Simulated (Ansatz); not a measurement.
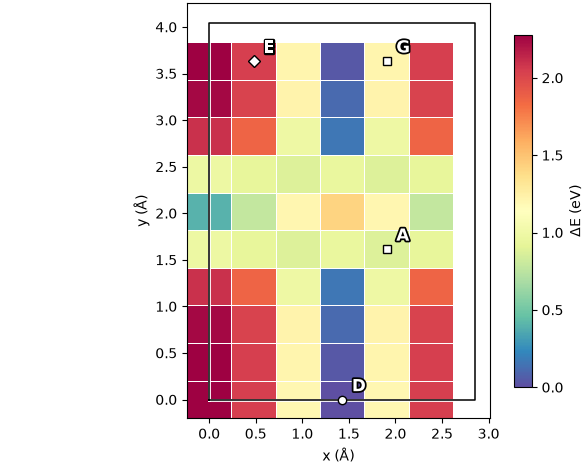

O on an Al(110) slab cut from the Fm-3m phase, its upper half relaxed before the scan (16 atoms of substrate and one adsorbate in a 2 × 2 cell). 
- O is moved over the surface cell; relaxed at each place: the height of the adsorbate's atoms; substrate rigid; the origin of the map has the adsorbate above Al13.
- Places are given modulo a cell vector. The map is drawn in real space over the plane of the surface.
- The grid has 6 × 10 points; 24 points were computed and 36 follow by symmetry.
- Places are given in fractions of the 1 × 1 surface cell.
- Energies: eV, counted from the lowest grid point.
- At some places the adsorbate sinks to or below the level of the top layer.
- These are results of DFT PBE, scalar-relativistic, plane waves, PAW (Ansatz 0.2.0), not measurements. Settings: cutoff 420 eV, k-mesh 5×4×1, gaussian smearing 0.1 eV, no spin polarisation.

The picture shows one coloured cell a grid point, the outline of one cell of the plane, lettered points.

Rank the lettered points by energy, lowest first.

D (0.00 eV), A (0.88 eV), G (1.21 eV), E (2.05 eV).

PAW datasets: the set soft_1.
